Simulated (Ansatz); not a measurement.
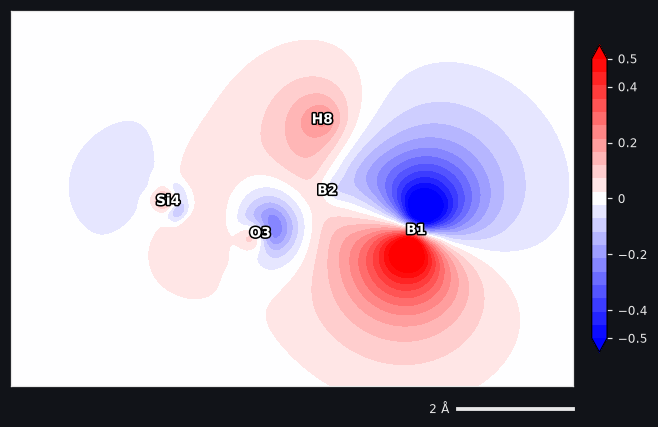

Figure. B2BrH5OSi (SMILES BBO[SiH2]Br). One frontier orbital on the plane of atoms B2, O3 and Si4 (values in Å⁻³ᐟ²; the overall sign is arbitrary).

All numbers below come from RKS revPBE-D4/def2-SVP in Ansatz.

```xyz
10

B    -0.5948   -1.1707    1.9994
B    -0.1724   -0.6979    0.4379
O     0.2826    0.5650    0.1194
Si    0.6777    1.1777   -1.4113
Br   -1.1612    2.0359   -2.3514
H    -1.7445   -1.1034    2.4060
H     0.2053   -1.6880    2.7637
H    -0.2666   -1.5341   -0.4691
H     1.6609    2.2817   -1.1984
H     1.1961    0.0827   -2.2933
```

**Which orbital is it: HOMO or LUMO?**

The LUMO, at −2.77 eV. It lies mainly on B1 (about 65 %), B2 (about 10 %), H7 (about 5 %) and H6 (about 5 %).
